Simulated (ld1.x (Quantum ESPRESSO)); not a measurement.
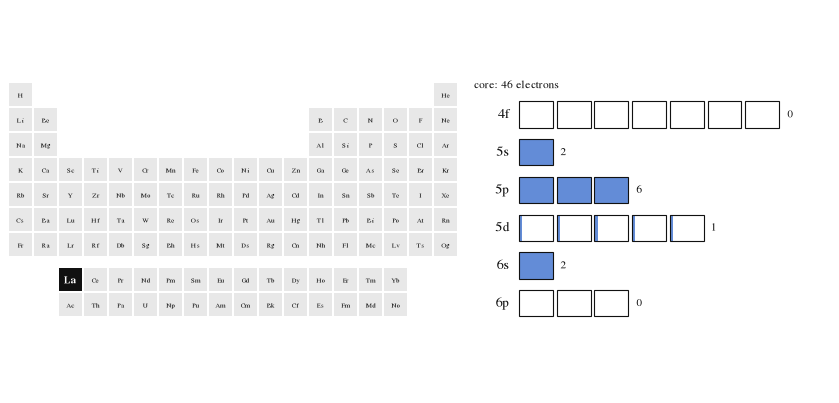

*Left, the place of lanthanum in the periodic table; right, the valence shells of the reference configuration: a box for each of the 2l + 1 orbitals, shaded by the share of the shell that is filled, with the electron count at the right.*

# La: pseudopotential generation (part 1 of 2)

System: lanthanum (La, Z = 57), core [Kr] 4d10, reference valence 4f0 5s2 5p6 5d1 6s2 6p0, valence charge 11.
Method: RRKJ potential, revPBE, scalar-relativistic, made with ld1.x (Quantum ESPRESSO) 7.5.

## Input file
```
 &input
   title='La', zed=57., rel=1, dft='REVPBE', iswitch=3,
   config='[Xe] 4f0 5d1 6s2 6p0',
   nld=4, rlderiv=2.65, eminld=-5.0, emaxld=5.0, deld=0.02
 /
 &inputp
   pseudotype=2, tm=.false., rho0=0.01, lloc=-1, rcloc=1.95,
   nlcc=.true., rcore=0.72,
   file_pseudopw='La.UPF', file_wfcaegen='ae.wfc', file_wfcncgen='nc.wfc', file_beta='beta', file_chi='chi'
 /
4
5S  1  0   2.00   0.00  1.65  1.65  0.0
5P  2  1   6.00   0.00  2.30  2.30  0.0
5D  3  2   1.00   0.00  2.45  2.45  0.0
4F  4  3   0.00   0.00  1.25  1.25  0.0
 &test
   configts(1)='4f0 5s2 5p6 5d1 6s2 6p0'
 /
```

## Input of the test run
```
 &input
   title='La', zed=57., rel=1, dft='REVPBE', iswitch=2,
   config='[Xe] 4f0 5d1 6s2 6p0'
 /
 &test
   file_pseudo='La.UPF', nconf=8,
   configts(1)='4f0 5s2 5p6 5d1 6s2 6p0',
   configts(2)='4f0 5s2 5p6 5d1 6s1 6p0',
   configts(3)='4f0 5s2 5p6 5d1 6s0 6p0',
   configts(4)='4f0 5s2 5p6 5d0 6s0 6p0',
   configts(5)='4f1 5s2 5p6 5d1 6s0 6p0',
   configts(6)='4f0 5s2 5p6 5d1 6s1.5 6p0',
   configts(7)='4f0 5s2 5p6 5d2 6s1 6p0',
   configts(8)='4f0 5s2 5p6 5d0 6s2 6p0'
 /
```

Launched with:
```bash
ld1.x < La.in > La.out
```

## The program's output
```
     Program LD1 v.7.5
     --------------------------- All-electron run ----------------------------

     La
     scalar relativistic calculation

     atomic number is 57.00
     dft =REVPBE   lsd =0 sic =0 latt =0  beta=0.20 tr2=1.0E-14
     Exchange-correlation= REVPBE
                           (   1   4   4   4   0   0   0)
     mesh =1253 r(mesh) = 100.17801 a.u. xmin = -7.00 dx = 0.01250
     1 Ry =  13.60569312 eV, c = 137.03599908

     n l     nl                  e(Ry)          e(Ha)          e(eV)
     1 0     1S 1( 2.00)     -2848.3569     -1424.1785    -38753.8701
     2 0     2S 1( 2.00)      -453.4316      -226.7158     -6169.2508
     2 1     2P 1( 6.00)      -406.3468      -203.1734     -5528.6303
     3 0     3S 1( 2.00)       -96.9868       -48.4934     -1319.5720
     3 1     3P 1( 6.00)       -81.9552       -40.9776     -1115.0571
     4 0     4S 1( 2.00)       -19.5886        -9.7943      -266.5171
     4 1     4P 1( 6.00)       -14.7018        -7.3509      -200.0280
     3 2     3D 1(10.00)       -60.3779       -30.1889      -821.4826
     5 0     5S 1( 2.00)        -2.8599        -1.4299       -38.9103
     5 1     5P 1( 6.00)        -1.6463        -0.8231       -22.3989
     4 2     4D 1(10.00)        -7.6328        -3.8164      -103.8489
     4 3     4F 1( 0.00)        -0.3171        -0.1586        -4.3144
     5 2     5D 1( 1.00)        -0.2248        -0.1124        -3.0585
     6 0     6S 1( 2.00)        -0.2674        -0.1337        -3.6377
     6 1     6P 1( 0.00)        -0.0983        -0.0492        -1.3381

     final scf error:  3.8E-15 reached in  25 iterations

     Etot =  -16987.105739 Ry,   -8493.552870 Ha, -231121.347738 eV

     Ekin =   17969.330690 Ry,    8984.665345 Ha,  244485.198991 eV
     Encl =  -41109.410202 Ry,  -20554.705101 Ha, -559322.019670 eV
     Eh   =    6559.692085 Ry,    3279.846042 Ha,   89249.157489 eV
     Exc  =    -406.718312 Ry,    -203.359156 Ha,   -5533.684547 eV

     normalization and overlap integrals

     s(1S/1S) =  1.000000  <r> =   0.0251  <r2> =    0.0009  r(max) =   0.0161
     s(2S/2S) =  1.000000  <r> =   0.1074  <r2> =    0.0136  r(max) =   0.0914
     s(2P/2P) =  1.000000  <r> =   0.0942  <r2> =    0.0108  r(max) =   0.0729
     s(3S/3S) =  1.000000  <r> =   0.2851  <r2> =    0.0929  r(max) =   0.2610
     s(3P/3P) =  1.000000  <r> =   0.2832  <r2> =    0.0929  r(max) =   0.2546
     s(4S/4S) =  1.000000  <r> =   0.6542  <r2> =    0.4826  r(max) =   0.6108
     s(4P/4P) =  1.000000  <r> =   0.6931  <r2> =    0.5458  r(max) =   0.6341
     s(3D/3D) =  1.000000  <r> =   0.2599  <r2> =    0.0797  r(max) =   0.2111
     s(5S/5S) =  1.000000  <r> =   1.5576  <r2> =    2.7234  r(max) =   1.4112
     s(5P/5P) =  1.000000  <r> =   1.8031  <r2> =    3.6822  r(max) =   1.5792
     s(4D/4D) =  1.000000  <r> =   0.7674  <r2> =    0.6829  r(max) =   0.6750
     s(4F/4F) =  1.000000  <r> =   1.1809  <r2> =    1.8759  r(max) =   0.7460
     s(5D/5D) =  1.000000  <r> =   2.9998  <r2> =   10.8721  r(max) =   2.2132
     s(6S/6S) =  1.000000  <r> =   4.4383  <r2> =   22.2938  r(max) =   3.8361
     s(6P/6P) =  1.000000  <r> =   6.0602  <r2> =   42.2236  r(max) =   4.9256

     ------------------------ End of All-electron run ------------------------

     --------------------- Generating NC pseudopotential ---------------------

      Generating local potential from pseudized AE potential:
      Matching radius rcloc =   1.9500

      Local pseudo, rcloc= 1.929 Estimated cut-off energy=     6.70 Ry

      Computing core charge for nlcc:

       r > 0.73 : true rho core
       r < 0.73 : rho core = a sin(br)/r    a=  58.02  b=   3.23

      Integrated core pseudo-charge :  23.56

      Wfc   5S  rcut= 1.660  Estimated cut-off energy=       17.49 Ry
      Using 4 Bessel functions for this wfc, rho(0) = 0.010
      This function has    0 nodes for 0 < r <    1.660

      Wfc   5P  rcut= 2.298  Estimated cut-off energy=       34.29 Ry
      This function has    0 nodes for 0 < r <    2.298

      Wfc   5D  rcut= 2.477  Estimated cut-off energy=       37.66 Ry
      This function has    0 nodes for 0 < r <    2.477

      Wfc   4F  rcut= 1.261  Estimated cut-off energy=      185.34 Ry
      This function has    0 nodes for 0 < r <    1.261

     ------------------- End of pseudopotential generation -------------------

     --------------------------- All-electron run ----------------------------

     La
     scalar relativistic calculation

     atomic number is 57.00
     dft =REVPBE   lsd =0 sic =0 latt =0  beta=0.20 tr2=1.0E-14
     Exchange-correlation= REVPBE
                           (   1   4   4   4   0   0   0)
     mesh =1253 r(mesh) = 100.17801 a.u. xmin = -7.00 dx = 0.01250
     1 Ry =  13.60569312 eV, c = 137.03599908

     n l     nl                  e(Ry)          e(Ha)          e(eV)
     1 0     1S 1( 2.00)     -2848.3569     -1424.1785    -38753.8701
     2 0     2S 1( 2.00)      -453.4316      -226.7158     -6169.2508
     2 1     2P 1( 6.00)      -406.3468      -203.1734     -5528.6303
     3 0     3S 1( 2.00)       -96.9868       -48.4934     -1319.5720
     3 1     3P 1( 6.00)       -81.9552       -40.9776     -1115.0571
     4 0     4S 1( 2.00)       -19.5886        -9.7943      -266.5171
     4 1     4P 1( 6.00)       -14.7018        -7.3509      -200.0280
     3 2     3D 1(10.00)       -60.3779       -30.1889      -821.4826
     5 0     5S 1( 2.00)        -2.8599        -1.4299       -38.9103
     5 1     5P 1( 6.00)        -1.6463        -0.8231       -22.3989
     4 2     4D 1(10.00)        -7.6328        -3.8164      -103.8489
     4 3     4F 1( 0.00)        -0.3171        -0.1586        -4.3144
     5 2     5D 1( 1.00)        -0.2248        -0.1124        -3.0585
     6 0     6S 1( 2.00)        -0.2674        -0.1337        -3.6377
     6 1     6P 1( 0.00)        -0.0983        -0.0492        -1.3381

     final scf error:  3.8E-15 reached in  25 iterations

     Etot =  -16987.105739 Ry,   -8493.552870 Ha, -231121.347738 eV

     Ekin =   17969.330690 Ry,    8984.665345 Ha,  244485.198991 eV
     Encl =  -41109.410202 Ry,  -20554.705101 Ha, -559322.019670 eV
     Eh   =    6559.692085 Ry,    3279.846042 Ha,   89249.157489 eV
     Exc  =    -406.718312 Ry,    -203.359156 Ha,   -5533.684547 eV

     normalization and overlap integrals

     s(1S/1S) =  1.000000  <r> =   0.0251  <r2> =    0.0009  r(max) =   0.0161
     s(2S/2S) =  1.000000  <r> =   0.1074  <r2> =    0.0136  r(max) =   0.0914
     s(2P/2P) =  1.000000  <r> =   0.0942  <r2> =    0.0108  r(max) =   0.0729
     s(3S/3S) =  1.000000  <r> =   0.2851  <r2> =    0.0929  r(max) =   0.2610
     s(3P/3P) =  1.000000  <r> =   0.2832  <r2> =    0.0929  r(max) =   0.2546
     s(4S/4S) =  1.000000  <r> =   0.6542  <r2> =    0.4826  r(max) =   0.6108
     s(4P/4P) =  1.000000  <r> =   0.6931  <r2> =    0.5458  r(max) =   0.6341
     s(3D/3D) =  1.000000  <r> =   0.2599  <r2> =    0.0797  r(max) =   0.2111
     s(5S/5S) =  1.000000  <r> =   1.5576  <r2> =    2.7234  r(max) =   1.4112
     s(5P/5P) =  1.000000  <r> =   1.8031  <r2> =    3.6822  r(max) =   1.5792
     s(4D/4D) =  1.000000  <r> =   0.7674  <r2> =    0.6829  r(max) =   0.6750
     s(4F/4F) =  1.000000  <r> =   1.1809  <r2> =    1.8759  r(max) =   0.7460
     s(5D/5D) =  1.000000  <r> =   2.9998  <r2> =   10.8721  r(max) =   2.2132
     s(6S/6S) =  1.000000  <r> =   4.4383  <r2> =   22.2938  r(max) =   3.8361
     s(6P/6P) =  1.000000  <r> =   6.0602  <r2> =   42.2236  r(max) =   4.9256

     ------------------------ End of All-electron run ------------------------

     Computing logarithmic derivative in   2.65307
     Message from routine compute phi:
     negative determinant

      ld=  -0.187074 f2ae  0.074355 faenor  0.599755
     Computing logarithmic derivative in   2.65307
     Computing the partial wave expansion
     R is outside the sphere for l=    0 j= 0.00
     R is outside the sphere for l=    1 j= 0.00
     R is outside the sphere for l=    2 j= 0.00
     R is outside the sphere for l=    3 j= 0.00

     ---------------------- Testing the pseudopotential ----------------------

     La
     scalar relativistic calculation

     atomic number is 57.00   valence charge is 11.00
     dft =REVPBE   lsd =0 sic =0 latt =0  beta=0.20 tr2=1.0E-14
     mesh =1253 r(mesh) = 100.17801 xmin = -7.00 dx = 0.01250

     n l     nl             e AE (Ry)        e PS (Ry)    De AE-PS (Ry)
     4 3     4F   1( 0.00)       -0.31710       -0.31710        0.00000
     1 0     5S   1( 2.00)       -2.85985       -2.85986        0.00000
     2 1     5P   1( 6.00)       -1.64629       -1.64629        0.00000
     3 2     5D   1( 1.00)       -0.22480       -0.22480        0.00000
     2 0     6S   1( 2.00)       -0.26737       -0.27409        0.00672  !
     3 1     6P   1( 0.00)       -0.09835       -0.09983        0.00148

     eps = 2.8E-15  iter =  3

     Etot =  -16987.105739 Ry,   -8493.552870 Ha, -231121.347738 eV
     Etotps =  -123.278911 Ry,     -61.639455 Ha,   -1677.295031 eV

     Ekin =      15.676627 Ry,       7.838313 Ha,     213.291371 eV
     Encl =    -126.843350 Ry,     -63.421675 Ha,   -1725.791700 eV
     Ehrt =      49.161134 Ry,      24.580567 Ha,     668.871300 eV
     Ecxc =     -70.045791 Ry,     -35.022895 Ha,    -953.021531 eV
     (Ecc =     -59.681046 Ry,     -29.840523 Ha,    -812.002001 eV)
     Epseu=       8.772470 Ry,       4.386235 Ha,     119.355531 eV

     ---------------------- End of pseudopotential test ----------------------
```

## Output of the test run (extracts)
```
     ---------------------- Testing the pseudopotential ----------------------

     La
     scalar relativistic calculation

     atomic number is 57.00   valence charge is 11.00
     dft =REVPBE   lsd =0 sic =0 latt =0  beta=0.20 tr2=1.0E-14
     mesh =1253 r(mesh) = 100.17801 xmin = -7.00 dx = 0.01250

     n l     nl             e AE (Ry)        e PS (Ry)    De AE-PS (Ry)
     4 3     4F   1( 0.00)       -0.31710       -0.31710        0.00000
     1 0     5S   1( 2.00)       -2.85985       -2.85986        0.00000
     2 1     5P   1( 6.00)       -1.64629       -1.64629        0.00000
     3 2     5D   1( 1.00)       -0.22480       -0.22480        0.00000
     2 0     6S   1( 2.00)       -0.26737       -0.27409        0.00672  !
     3 1     6P   1( 0.00)       -0.09835       -0.09983        0.00148

     eps = 7.8E-15  iter = 18

     Etot =  -16987.105739 Ry,   -8493.552870 Ha, -231121.347738 eV
     Etotps =  -123.278908 Ry,     -61.639454 Ha,   -1677.294991 eV

     Ekin =      15.676629 Ry,       7.838314 Ha,     213.291402 eV
     Encl =    -126.843349 Ry,     -63.421674 Ha,   -1725.791677 eV
     Ehrt =      49.161132 Ry,      24.580566 Ha,     668.871278 eV
     Ecxc =     -70.045790 Ry,     -35.022895 Ha,    -953.021530 eV
     (Ecc =     -59.681046 Ry,     -29.840523 Ha,    -812.002001 eV)
     Epseu=       8.772470 Ry,       4.386235 Ha,     119.355535 eV

     ---------------------- End of pseudopotential test ----------------------

     ---------------------- Testing the pseudopotential ----------------------

     La
     scalar relativistic calculation

     atomic number is 57.00   valence charge is 11.00
     dft =REVPBE   lsd =0 sic =0 latt =0  beta=0.20 tr2=1.0E-14
     mesh =1253 r(mesh) = 100.17801 xmin = -7.00 dx = 0.01250

     n l     nl             e AE (Ry)        e PS (Ry)    De AE-PS (Ry)
     4 3     4F   1( 0.00)       -0.74290       -0.76108        0.01818  !
     1 0     5S   1( 2.00)       -3.28563       -3.30050        0.01486  !
     2 1     5P   1( 6.00)       -2.07112       -2.08495        0.01382  !
     3 2     5D   1( 1.00)       -0.62111       -0.63640        0.01529  !
     2 0     6S   1( 1.00)       -0.60545       -0.63918        0.03372  !
     3 1     6P   1( 0.00)       -0.39218       -0.42043        0.02825  !

     eps = 6.2E-16  iter = 14

     Etot =  -16986.672385 Ry,   -8493.336193 Ha, -231115.451655 eV
     Etotps =  -122.826284 Ry,     -61.413142 Ha,   -1671.136734 eV
     dEtot_ae =       0.433354 Ry
     dEtot_ps =       0.452624 Ry,   Delta E=      -0.019269 Ry

     Ekin =      15.528652 Ry,       7.764326 Ha,     211.278073 eV
     Encl =    -122.006670 Ry,     -61.003335 Ha,   -1659.985307 eV
     Ehrt =      44.641943 Ry,      22.320972 Ha,     607.384580 eV
     Ecxc =     -69.671730 Ry,     -34.835865 Ha,    -947.932174 eV
     (Ecc =     -59.681046 Ry,     -29.840523 Ha,    -812.002001 eV)
     Epseu=       8.681520 Ry,       4.340760 Ha,     118.118094 eV

     ---------------------- End of pseudopotential test ----------------------

     ---------------------- Testing the pseudopotential ----------------------

     La
     scalar relativistic calculation

     atomic number is 57.00   valence charge is 11.00
     dft =REVPBE   lsd =0 sic =0 latt =0  beta=0.20 tr2=1.0E-14
     mesh =1253 r(mesh) = 100.17801 xmin = -7.00 dx = 0.01250

     n l     nl             e AE (Ry)        e PS (Ry)    De AE-PS (Ry)
     4 3     4F   1( 0.00)       -1.24161       -1.27826        0.03665  !
     1 0     5S   1( 2.00)       -3.78299       -3.81061        0.02762  !
     2 1     5P   1( 6.00)       -2.56393       -2.59028        0.02635  !
     3 2     5D   1( 1.00)       -1.07528       -1.10393        0.02865  !
     2 0     6S   1( 0.00)       -0.98739       -1.04321        0.05582  !
     3 1     6P   1( 0.00)       -0.73173       -0.78502        0.05329  !

     eps = 9.2E-15  iter = 11

     Etot =  -16985.881512 Ry,   -8492.940756 Ha, -231104.691281 eV
     Etotps =  -121.987657 Ry,     -60.993828 Ha,   -1659.726622 eV
     dEtot_ae =       1.224227 Ry
     dEtot_ps =       1.291251 Ry,   Delta E=      -0.067024 Ry

     Ekin =      15.228888 Ry,       7.614444 Ha,     207.199575 eV
     Encl =    -116.358561 Ry,     -58.179280 Ha,   -1583.138867 eV
     Ehrt =      39.878098 Ry,      19.939049 Ha,     542.569163 eV
     Ecxc =     -69.245258 Ry,     -34.622629 Ha,    -942.129729 eV
     (Ecc =     -59.681046 Ry,     -29.840523 Ha,    -812.002001 eV)
     Epseu=       8.509176 Ry,       4.254588 Ha,     115.773236 eV

     ---------------------- End of pseudopotential test ----------------------

     ---------------------- Testing the pseudopotential ----------------------

     La
     scalar relativistic calculation

     atomic number is 57.00   valence charge is 11.00
     dft =REVPBE   lsd =0 sic =0 latt =0  beta=0.20 tr2=1.0E-14
     mesh =1253 r(mesh) = 100.17801 xmin = -7.00 dx = 0.01250

     n l     nl             e AE (Ry)        e PS (Ry)    De AE-PS (Ry)
     4 3     4F   1( 0.00)       -2.00212       -2.02396        0.02184  !
     1 0     5S   1( 2.00)       -4.52927       -4.55093        0.02166  !
     2 1     5P   1( 6.00)       -3.28642       -3.30898        0.02256  !
     3 2     5D   1( 0.00)       -1.71325       -1.73916        0.02591  !
     2 0     6S   1( 0.00)       -1.49450       -1.56133        0.06683  !
     3 1     6P   1( 0.00)       -1.17418       -1.25005        0.07587  !

     eps = 2.5E-15  iter =  9

     Etot =  -16984.492880 Ry,   -8492.246440 Ha, -231085.797973 eV
     Etotps =  -120.571724 Ry,     -60.285862 Ha,   -1640.461881 eV
     dEtot_ae =       2.612860 Ry
     dEtot_ps =       2.707184 Ry,   Delta E=      -0.094324 Ry

     Ekin =      13.936678 Ry,       6.968339 Ha,     189.618158 eV
     Encl =    -108.014110 Ry,     -54.007055 Ha,   -1469.606829 eV
     Ehrt =      33.592464 Ry,      16.796232 Ha,     457.048763 eV
     Ecxc =     -68.608807 Ry,     -34.304404 Ha,    -933.470375 eV
     (Ecc =     -59.681046 Ry,     -29.840523 Ha,    -812.002001 eV)
     Epseu=       8.522050 Ry,       4.261025 Ha,     115.948402 eV

     ---------------------- End of pseudopotential test ----------------------

     ---------------------- Testing the pseudopotential ----------------------

     La
     scalar relativistic calculation

     atomic number is 57.00   valence charge is 11.00
     dft =REVPBE   lsd =0 sic =0 latt =0  beta=0.20 tr2=1.0E-14
     mesh =1253 r(mesh) = 100.17801 xmin = -7.00 dx = 0.01250

     n l     nl             e AE (Ry)        e PS (Ry)    De AE-PS (Ry)
     4 3     4F   1( 1.00)       -0.26241       -0.27934        0.01693  !
     1 0     5S   1( 2.00)       -2.91755       -2.95090        0.03335  !
     2 1     5P   1( 6.00)       -1.75944       -1.79017        0.03073  !
     3 2     5D   1( 1.00)       -0.44529       -0.48176        0.03647  !
     2 0     6S   1( 0.00)       -0.50670       -0.55121        0.04451  !
     3 1     6P   1( 0.00)       -0.32715       -0.36573        0.03858  !

     eps = 6.3E-15  iter = 15

     Etot =  -16986.605610 Ry,   -8493.302805 Ha, -231114.543131 eV
     Etotps =  -122.732954 Ry,     -61.366477 Ha,   -1669.866905 eV
     dEtot_ae =       0.500129 Ry
     dEtot_ps =       0.545954 Ry,   Delta E=      -0.045825 Ry

     Ekin =      28.652331 Ry,      14.326166 Ha,     389.834824 eV
     Encl =    -127.672461 Ry,     -63.836230 Ha,   -1737.072323 eV
     Ehrt =      47.573980 Ry,      23.786990 Ha,     647.276967 eV
     Ecxc =     -70.705162 Ry,     -35.352581 Ha,    -961.992736 eV
     (Ecc =     -59.681046 Ry,     -29.840523 Ha,    -812.002001 eV)
     Epseu=      -0.581642 Ry,      -0.290821 Ha,      -7.913637 eV

     ---------------------- End of pseudopotential test ----------------------

     ---------------------- Testing the pseudopotential ----------------------

     La
     scalar relativistic calculation

     atomic number is 57.00   valence charge is 11.00
     dft =REVPBE   lsd =0 sic =0 latt =0  beta=0.20 tr2=1.0E-14
     mesh =1253 r(mesh) = 100.17801 xmin = -7.00 dx = 0.01250

     n l     nl             e AE (Ry)        e PS (Ry)    De AE-PS (Ry)
     4 3     4F   1( 0.00)       -0.52021       -0.52882        0.00860  !
     1 0     5S   1( 2.00)       -3.06305       -3.07026        0.00722  !
     2 1     5P   1( 6.00)       -1.84932       -1.85602        0.00670  !
     3 2     5D   1( 1.00)       -0.41528       -0.42244        0.00715  !
     2 0     6S   1( 1.50)       -0.43196       -0.45062        0.01866  !
     3 1     6P   1( 0.00)       -0.24024       -0.25319        0.01295  !

     eps = 7.9E-15  iter = 19

     Etot =  -16986.931354 Ry,   -8493.465677 Ha, -231118.975107 eV
     Etotps =  -123.098291 Ry,     -61.549145 Ha,   -1674.837568 eV
     dEtot_ae =       0.174385 Ry
     dEtot_ps =       0.180617 Ry,   Delta E=      -0.006232 Ry

     Ekin =      15.621903 Ry,       7.810952 Ha,     212.546823 eV
     Encl =    -124.538680 Ry,     -62.269340 Ha,   -1694.435064 eV
     Ehrt =      46.950610 Ry,      23.475305 Ha,     638.795594 eV
     Ecxc =     -69.867420 Ry,     -34.933710 Ha,    -950.594671 eV
     (Ecc =     -59.681046 Ry,     -29.840523 Ha,    -812.002001 eV)
     Epseu=       8.735295 Ry,       4.367648 Ha,     118.849749 eV
```

(Continued in part 2.) Outcome of the run: generated.
